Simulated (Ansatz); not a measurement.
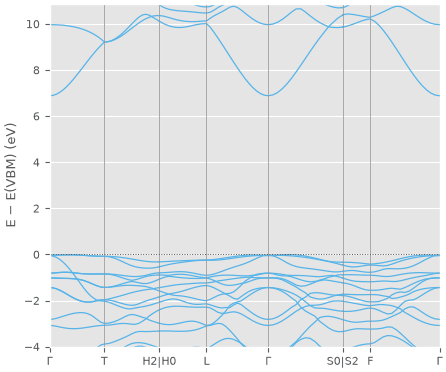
Figure. Band structure from r²SCAN (plane waves, PAW; program Ansatz)

The gap is 6.88 eV; an edge lies off the plotted path or next to a special point (maximum off the standard path, minimum at Γ).

The material is Al$_{2}$O$_{3}$ in space group R-3 (No. 148; Al on 3a, Al on 3b, Al on 6c, O on 18f).

The first step of the workflow began from a Materials Project structure, measured or hypothetical; the Crystallography Open Database copy checked does not list it. It is not the phase usual at ambient conditions (space group No. 167). The cell was relaxed with r²SCAN under the symmetry of its start; its stability against distortions is not shown here.

Potentials: the later of the program's two PAW sets.
